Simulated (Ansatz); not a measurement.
BaF₂ (fluorite) is sheared across one {100} plane: the third cell vector gains the shift, so faults repeat every 9.3 Å. The cut lies between planes 1.55 Å apart; the cell height is held.

```
CELL_PARAMETERS angstrom
      4.38034     0.00000     0.00000
      0.00000     4.38034     0.00000
      2.19017     2.19017     9.29211
ATOMIC_POSITIONS crystal
  Ba 0.00000 0.00000 0.91667
  Ba 0.33333 0.33333 0.25000
  Ba 0.66667 0.66667 0.58333
  F  0.91667 0.41667 0.08333
  F  0.25000 0.75000 0.41667
  F  0.58333 0.08333 0.75000
  F  0.41667 0.91667 0.08333
  F  0.75000 0.25000 0.41667
  F  0.08333 0.58333 0.75000
```

In-plane vectors a = (4.380, 0.000) Å, b = (0.000, 4.380) Å, area 19.19 Å². The shift is s times the vector a + b (length 6.195 Å), so s = 1 restores the start. Atoms relax along the normal only. γ = [E(shift) − E(0)] / area.

Method: r2SCAN (plane waves to 500 eV, PAW, scalar-relativistic; Ansatz, a first-principles code). k mesh 7×7×7 (Γ-centred), Fermi-Dirac smearing 0.05 eV. E is the zero-smearing estimate. Some relaxations began with atoms very close together and may have settled on another branch. Faults lie only 9.3 Å apart, and holding the cell height raises γ above its relaxed value. BaF2 was relaxed with its symmetry unable to fall. The zero of γ is zero shift.

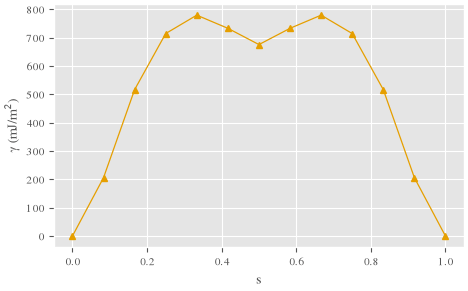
Fig. 1. γ (mJ/m²) against s; markers are the computed points, lines only join them (the last repeats the first, one period on).

**Question.** Does γ have a local minimum between the ends of the line, and at which s?

**Answer.** s = 0.500.

**Question.** What is γ at the local minimum s = 0.500?

**Answer.** About 680 mJ/m².

**Question.** Which barrier is met on the easier way from s = 0 (or 1) to s = 0.500?

**Answer.** About 780 mJ/m².

(The slope of γ gives the shear force per area between the displaced halves; near zero shift its curvature is an elastic stiffness.)
